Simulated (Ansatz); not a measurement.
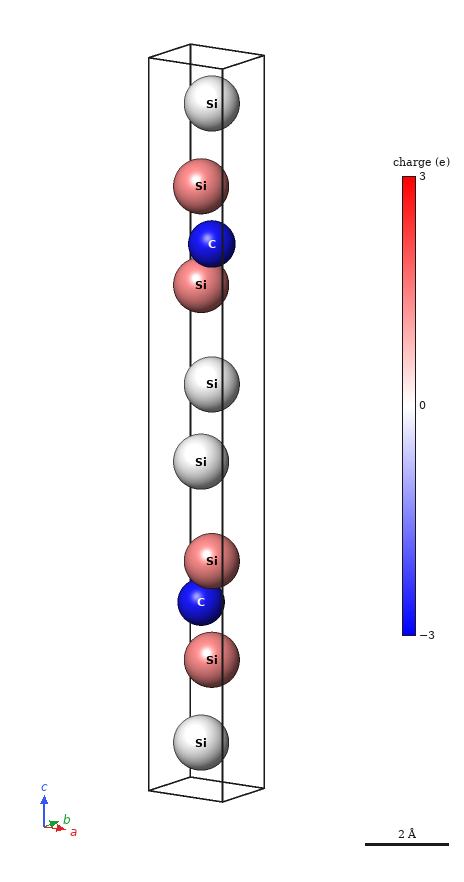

Shown here is a spheres-only view of the crystal, taken slightly off an axis. Thin lines show the simulation cell, with boundary atoms drawn in all their periodic places. The atoms of this Si4C cell are coloured by their Bader charge.

Electronic-structure method: DFT PBE, scalar-relativistic, plane waves, PAW in Ansatz 0.2.0. Parameters: 420 eV cutoff, 18×18×2 k-mesh, Gaussian smearing of 0.1 eV, no spin polarisation.

Interpret the colouring.

Most positive: Si; most negative: C. Charges: about Si 0.0 to +1.3 e; C -2.7 e.

Provenance: a structure type filled with these elements by a generator (whether the compound takes this form wasn't checked). Earlier steps of the study may have refined or changed the cell and positions. A calculation with Ansatz used it as input.
